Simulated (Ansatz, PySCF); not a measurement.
boric acid (SMILES OB(O)O) and HF (SMILES F) are pulled apart as rigid monomers along the line of their centres of mass, from the B3LYP-D3(BJ)/def2-TZVP minimum. Starting geometry (charge 0, multiplicity 1):
```xyz
9

O     -0.02765    -0.57079     1.55988
B      0.28392    -0.24984     0.25821
O      0.70115    -1.27121    -0.55616
O      0.14056     1.06237    -0.07630
H      0.08528    -1.50525     1.76027
H      0.91708    -1.04059    -1.46276
H      0.35373     1.30290    -0.98032
F     -0.87829     0.86382     3.61539
H     -0.57472     0.41250     2.84640
```

Interaction energies with rigid monomers; basis-set methods are counterpoise corrected unless marked otherwise.

Rows in 6-311+G** carry no dispersion term and start afresh at each structure.

The values were computed with Ansatz (an electronic-structure program) with Gaussian orbitals; PySCF for 6-311+G** rows, the dispersion terms. Values without a source in brackets are computed.

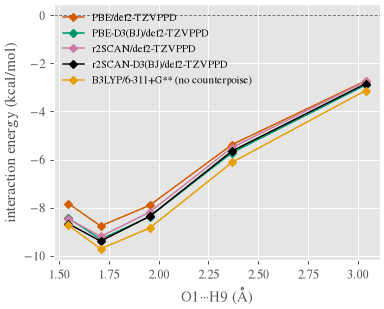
*Interaction energy against separation*

Problem. Which level binds most strongly at O1···H9 = 1.71, and by how much?

Solution. B3LYP/6-311+G** (no counterpoise), -9.7 kcal/mol.
